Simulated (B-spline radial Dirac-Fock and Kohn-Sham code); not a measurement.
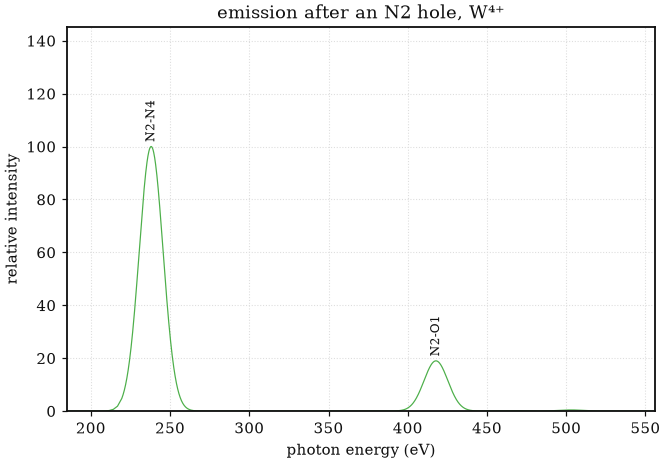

Figure. X-ray emission lines that fill an N2 (4p1/2) hole, broadened by a Gaussian of 18 eV full width. Multiplet splitting by the open shell is left out. It refers to tungsten in charge state +4 (W⁴⁺), configuration [Xe] 4f14 5d2. Level of theory: independent-particle rates on relativistic LDA orbitals of the hole state (multipoles to L = 3), energies from Dirac–Fock ΔSCF; calculated with a B-spline radial code. Widths ruled by Coster–Kronig decay come out up to twice the measured ones in this model.

Summarise the result.

The strongest line is N2-N4 at 238.1 eV with 83.6 % of the photons, then N2-O1 at 417.8 eV (16 %), N2-O4 at 503.0 eV (0.35 %), N2-N6 at 465.1 eV (0.13 %). The hole has a width of 11.8 eV and a fluorescence yield of 1.39 × 10⁻⁴.
